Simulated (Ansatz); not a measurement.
# Run report: Si2NH5F, single-point calculation

Si2NH5F, multiplicity 2, computed with UKS wB97M-V/def2-SVP (Ansatz 0.2.0).

The geometry comes from this level: PBE0-D4/def2-TZVP.

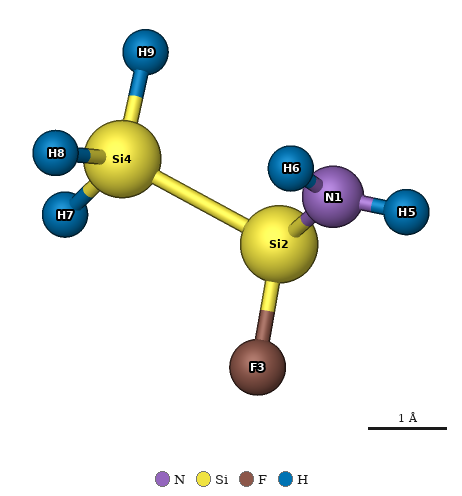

*The structure (ball-and-stick view, seen at a tilt; atoms are numbered from 1 in the order of the input).*

Bond lengths as drawn: F–Si 1.62 Å, H–N 1.01 Å, H–Si 1.49 Å, N–Si 1.70 Å and Si–Si 2.35 Å.

Summary

| quantity | value |
| --- | --- |
| outcome | converged |
| total energy | −20033.1641 eV |
| ⟨S²⟩ | 0.751 |
| SCF solution under orbital rotations | stable |
| HOMO (either spin) | −7.42 eV |
| LUMO (either spin) | −0.45 eV |
| hardware | 4 CPU threads, shared host |
| wall time | 8 s (CPU time 16 s) |
| peak memory | 0.43 GiB |

Input file
```yaml
crystal:
  periodic: [false, false, false]
  atoms:
    - {symbol: N, position_ang: [-0.977004, 1.372902, -0.683564]}
    - {symbol: Si, position_ang: [-0.847906, -0.322371, -0.578144]}
    - {symbol: F, position_ang: [-0.495531, -1.010664, -1.997238]}
    - {symbol: Si, position_ang: [0.823946, -0.883036, 0.969089]}
    - {symbol: H, position_ang: [-1.742279, 1.833654, -1.147441]}
    - {symbol: H, position_ang: [-0.198179, 1.993203, -0.528845]}
    - {symbol: H, position_ang: [1.131963, -2.331816, 0.856535]}
    - {symbol: H, position_ang: [2.078466, -0.103489, 0.756879]}
    - {symbol: H, position_ang: [0.315023, -0.594782, 2.335629]}
basis:
  gaussian: {orbitals: def2-SVP}
magnetization: {spin_polarized: true, initial_magnetization: 1}
hamiltonian: {xc: {name: wB97M-V}}
output: {orbitals: {seedname: orbitals}}
```

Log
```
Functional definition: wB97M-V
  name "wB97M-V"
  cite "Mardirossian & Head-Gordon, J. Chem. Phys. 144, 214110 (2016) doi:10.1063/1.4952647"
  cite "Becke, J. Chem. Phys. 107, 8554 (1997) doi:10.1063/1.475007"
  cite "Vydrov & Van Voorhis, J. Chem. Phys. 133, 244103 (2010) doi:10.1063/1.3521275"
  # Of w^i u^j: cxij and so on, Table III.
  parameter omega = 0.3/bohr
  parameter cx = 0.15
  parameter cx01 = 1.007
  parameter cx10 = 0.259
  parameter css00 = 0.443
  parameter css04 = -1.437
  parameter css10 = -4.535
  parameter css20 = -3.390
  parameter css43 = 4.278
  parameter cos00 = 1.000
  parameter cos10 = 1.358
  parameter cos20 = 2.924
  parameter cos21 = -8.812
  parameter cos60 = -1.390
  parameter cos61 = 9.142
  parameter b = 6.0
  parameter c = 0.01
  gx(w, u) = 1 - cx + cx01*u + cx10*w
  gss(w, u) = css00 + css04*u^4 + css10*w + css20*w^2 + css43*w^4*u^3
  gos(w, u) = cos00 + cos10*w + (cos20 + cos21*u)*w^2 + (cos60 + cos61*u)*w^6
  exchange = spin_sum(e_x_unif_sr(omega)*gx(b97_w, b97_u_x)) + cx*exact_x_sr(omega) + exact_x_lr(omega)
  correlation = spin_sum(e_c_pw_mod_same_spin*gss(b97_w, b97_u_same))
      + integral(e_c_pw_mod_opposite_spin*gos(b97_w_opposite, b97_u_opposite)) + vv10(b, c)
863 factors; integrals over basis functions are off by at most 1.2e-3 eV
296 factors; integrals over basis functions are off by at most 7.5e-6 eV
mean field evaluation 1: about -20028.6184 eV, gradient 3.4e1 eV
mean field evaluation 2: about -20028.8476 eV, gradient 3.4e1 eV
mean field evaluation 4: about -20033.1149 eV, gradient 1.1e0 eV
mean field evaluation 8: about -20033.1640 eV, gradient 3.6e-2 eV
mean field evaluation 16: about -20033.1640 eV, gradient 1.3e-4 eV
mean field -20033.16403703 eV, -736.2051993944 hartree, gradient 5.8e-5 eV, S^2 0.751409; 0 other end points of the search recorded, 0 dependent functions left out
reference -20033.16407892 eV, -736.2052009339 hartree; 25, 24 occupied and 64, 65 virtual orbitals, 863 factors
Total energy: -20033.16407892 eV, -736.2052009339 hartree
```

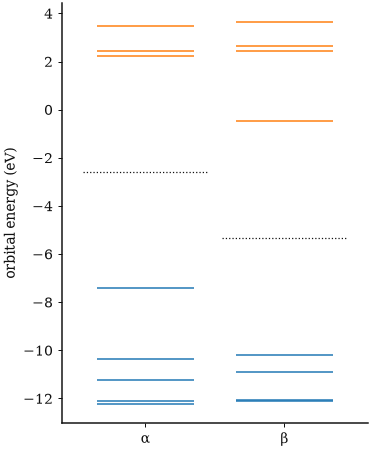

*Orbital energies near the frontier for α and β spins; the dotted line parts filled from empty levels, and levels within 0.02 eV of each other stand side by side.*

α: highest filled −7.42 eV, lowest empty 2.23 eV, 9.65 eV apart; β: highest filled −10.21 eV, lowest empty −0.45 eV, 9.76 eV apart.
